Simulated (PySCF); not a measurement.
# C5H12AlP: what the fields show

```yaml
atoms:
  - { symbol: C, position_ang: [-2.0513, -1.3353, -0.2914] }
  - { symbol: C, position_ang: [-2.1687, -0.1177, 0.2098] }
  - { symbol: C, position_ang: [-1.0463, 0.8287, 0.3414] }
  - { symbol: C, position_ang: [-0.1599, 1.0869, -0.8589] }
  - { symbol: P, position_ang: [0.6688, 0.1351, 0.4613] }
  - { symbol: C, position_ang: [1.6271, 1.4372, 1.3509] }
  - { symbol: Al, position_ang: [1.4862, -1.8669, -0.7958] }
  - { symbol: H, position_ang: [-1.0868, -1.7238, -0.6088] }
  - { symbol: H, position_ang: [-2.8953, -1.9940, -0.3948] }
  - { symbol: H, position_ang: [-3.1296, 0.2496, 0.5474] }
  - { symbol: H, position_ang: [-1.2496, 1.6894, 0.9710] }
  - { symbol: H, position_ang: [0.1622, 2.1055, -1.0362] }
  - { symbol: H, position_ang: [-0.4068, 0.5396, -1.7607] }
  - { symbol: H, position_ang: [1.1296, 2.4029, 1.2982] }
  - { symbol: H, position_ang: [1.7480, 1.1447, 2.3930] }
  - { symbol: H, position_ang: [2.6152, 1.5048, 0.8973] }
  - { symbol: H, position_ang: [0.8116, -1.6390, -2.1976] }
  - { symbol: H, position_ang: [0.9497, -3.0263, 0.1082] }
  - { symbol: H, position_ang: [2.9862, -1.4119, -0.6419] }
```

Geometry: GFN2-xTB.

All numbers below come from PBE0/pcSseg-1, SCF density, gas phase, non-relativistic (PySCF).

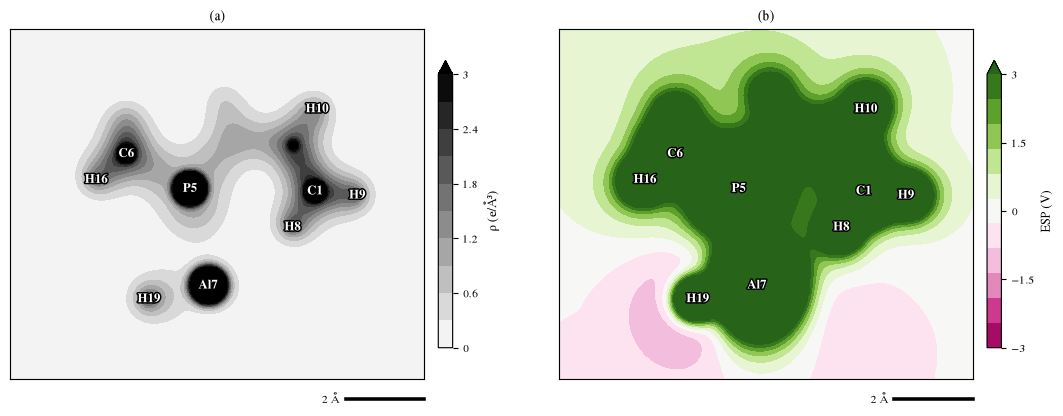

Figure 1. (a) electron density; (b) molecular electrostatic potential on the plane of atoms P5, Al7 and H19.

### Read the bonding off the picture.

- Atoms in the plane: C, P, Al and H.
- C–P (1.85 Å): ρ is about 1.1 e/Å³ halfway.
- Al–P (2.50 Å): ρ at the midpoint is about 0.38 e/Å³, with its minimum of 0.24 e/Å³ about 0.9 Å from Al.
- C–H (1.08 Å): ρ at the midpoint is about 2 e/Å³.
- Al–H (1.57 Å): ρ at the midpoint is about 0.54 e/Å³.
- Outside the dense part of the molecule the potential is most negative (−1.1 V) near H19.

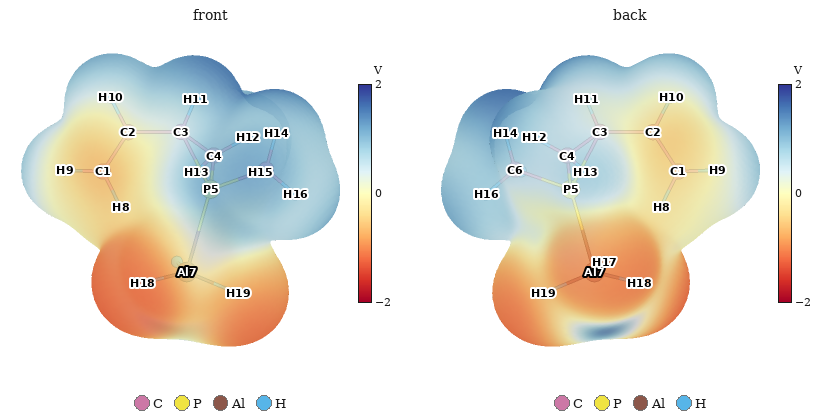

Figure 2. The molecular electrostatic potential painted on the density surface at 0.002 e/bohr³, seen from the front and from behind; red is negative and blue positive.

### Describe the electrostatic potential map.

The most negative region (about −1.2 V) lies over H18, the most positive (about +1.5 V) over H11 and H14.

### How polar is the molecule by this calculation?

Its dipole moment is 5.19 D.
